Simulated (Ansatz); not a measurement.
```xyz
7

C    -1.0588    0.4179   -0.6793
Si    0.3316    0.1002    0.3935
N     1.1952   -1.2442    0.1614
H    -1.3211   -0.2754   -1.4712
H    -1.6873    1.2972   -0.5877
H     0.5518    1.1495    1.4246
H     1.9885   -1.4452    0.7586
```

Geometry: PBE0-D4/def2-TZVP.

Level of theory: UKS PBE0-D4/def2-TZVPP (Ansatz 0.2.0).

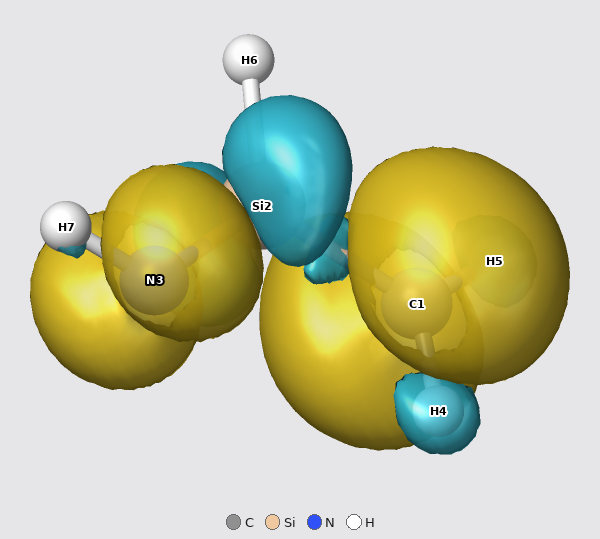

CH$_{4}$NSi (doublet). Isosurfaces of the spin density (α minus β) at +0.015 (yellow) and −0.015 e/Å³ (cyan), seen at a tilt.

Which atoms carry the spin?

The unpaired spin (1 electron) lies mostly on C1 (about 0.6) and N3 (about 0.3), in electrons by Hirshfeld's partition.
